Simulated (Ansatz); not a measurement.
**CHBCl₂ (SMILES B=C(Cl)Cl): functionals against CCSD(T) at one geometry**

The atoms stand at a structure displaced at random from a GFN2-xTB minimum. How far do the functionals agree with CCSD(T) there?

Program: Ansatz 0.2.0, Gaussian basis. Level of theory: single points in def2-TZVPP. These are calculated values, not measurements.

Correlated methods freeze the cores.

**1. The system as given**

SMILES `B=C(Cl)Cl`, 5 atoms, charge 0, spin multiplicity 1.

Atoms are counted from 1 here; the program's logs count them from 0.

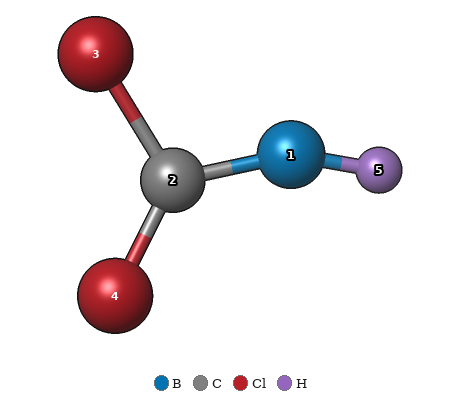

The starting geometry (boron blue, carbon grey, chlorine red, hydrogen purple); atoms are numbered from 1 in the order of the file.

As a file:

```mol
CHBCl2
  3D, bonds by distance, orders not assigned

  5  4  0  0  0  0  0  0  0  0999 V2000
    0.7153    0.7237    0.2617 B   0  0
   -0.2481   -0.4233   -0.1168 C   0  0
   -2.0272    0.1834    0.0035 Cl  0  0
    0.1096   -1.9708   -0.5444 Cl  0  0
    1.7168    1.2697    0.3937 H   0  0
  1  2  8  0
  1  5  8  0
  2  3  8  0
  2  4  8  0
M  END
```

**2. CCSD(T)/def2-TZVPP**

Contents of run/in.yaml:

```yaml
crystal:
  periodic: [false, false, false]
  atoms:
    - {symbol: B, position_ang: [0.715300, 0.723700, 0.261700]}
    - {symbol: C, position_ang: [-0.248100, -0.423300, -0.116800]}
    - {symbol: Cl, position_ang: [-2.027200, 0.183400, 0.003500]}
    - {symbol: Cl, position_ang: [0.109600, -1.970800, -0.544400]}
    - {symbol: H, position_ang: [1.716800, 1.269700, 0.393700]}
basis:
  gaussian: {orbitals: def2-TZVPP}
correlation: {method: ccsd_t}
output: {forces: true}
```

The command line of these runs was not kept.

**3. PBE0-D4/def2-TZVPP**

run/in.yaml, as its differences from that of step 2:

```diff
@@ -10,3 +10,3 @@
   gaussian: {orbitals: def2-TZVPP}
-correlation: {method: ccsd_t}
-output: {forces: true}
+hamiltonian: {xc: pbe0, dispersion: d4}
+output: {forces: true, orbitals: {seedname: orbitals}}
```

**4. wB97M-V/def2-TZVPP**

run/in.yaml, as its differences from that of step 3:

```diff
@@ -10,3 +10,3 @@
   gaussian: {orbitals: def2-TZVPP}
-hamiltonian: {xc: pbe0, dispersion: d4}
-output: {forces: true, orbitals: {seedname: orbitals}}
+hamiltonian: {xc: {name: wB97M-V}}
+output: {forces: true}
```

**5. r2SCAN-D4/def2-TZVPP**

run/in.yaml, as its differences from that of step 4:

```diff
@@ -10,3 +10,3 @@
   gaussian: {orbitals: def2-TZVPP}
-hamiltonian: {xc: {name: wB97M-V}}
+hamiltonian: {xc: r2scan, dispersion: d4}
 output: {forces: true}
```

**6. PBE-D4/def2-TZVPP**

run/in.yaml, as its differences from that of step 5:

```diff
@@ -10,3 +10,3 @@
   gaussian: {orbitals: def2-TZVPP}
-hamiltonian: {xc: r2scan, dispersion: d4}
+hamiltonian: {xc: pbe, dispersion: d4}
 output: {forces: true}
```

**7. SPW92/def2-TZVPP**

run/in.yaml, as its differences from that of step 6:

```diff
@@ -10,3 +10,3 @@
   gaussian: {orbitals: def2-TZVPP}
-hamiltonian: {xc: pbe, dispersion: d4}
+hamiltonian: {xc: lda}
 output: {forces: true}
```

**8. CAM-B3LYP-D4/def2-TZVPP**

run/in.yaml, as its differences from that of step 7:

```diff
@@ -10,3 +10,3 @@
   gaussian: {orbitals: def2-TZVPP}
-hamiltonian: {xc: lda}
+hamiltonian: {xc: {name: CAM-B3LYP}, dispersion: d4}
 output: {forces: true}
```

(Steps that only read results are left out.)

What does the calculation give? Wanted: energy less free atoms, CCSD(T)/def2-TZVPP; RMS force component; RMS force error; HOMO and LUMO, PBE0-D4; T1 diagnostic.

**Answer**, as computed:

| quantity | value |
| --- | --- |
| energy less free atoms, CCSD(T)/def2-TZVPP | -341.7 kcal/mol |
| RMS force component | 2.279 to 2.572 eV/Å over the methods |
| RMS force error | PBE0-D4 0.253, wB97M-V 0.278, r2SCAN-D4 0.210, PBE-D4 0.185, SPW92 0.372, CAM-B3LYP-D4 0.314 eV/Å |
| HOMO and LUMO, PBE0-D4 | -6.26 and -2.95 eV |
| T1 diagnostic | 0.015 |

What this shows: Against CCSD(T) the functionals' energies less atoms differ by -93.6 to -11.2 kcal/mol, PBE-D4 by -39.7 kcal/mol. The reference is not at the basis limit: in triple zeta CCSD(T) underbinds, which counts against methods that bind more; the gaps are no ranking. The forces of PBE-D4 come nearest to CCSD(T), those of SPW92 are farthest. The restricted Hartree–Fock reference is unstable towards an unrestricted one at one or more of these structures.
